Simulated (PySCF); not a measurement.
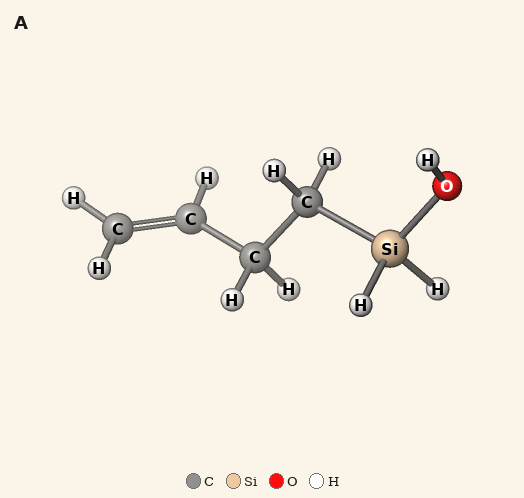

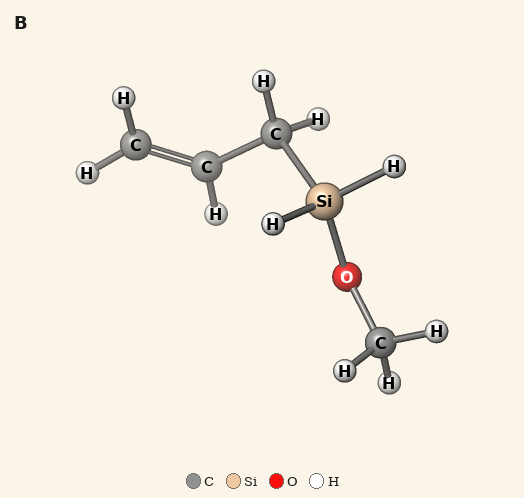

Atoms fade into the background with distance from the viewer. The geometry was computed by an optimisation with PBE0-D3(BJ)/def2-SVP. No frequency run is at hand to confirm it as a minimum.

Are A and B the same structure? If not, how do they differ?

No. They are constitutional isomers of C4H10OSi: A is C=CCC[SiH2]O, B is C=CC[SiH2]OC
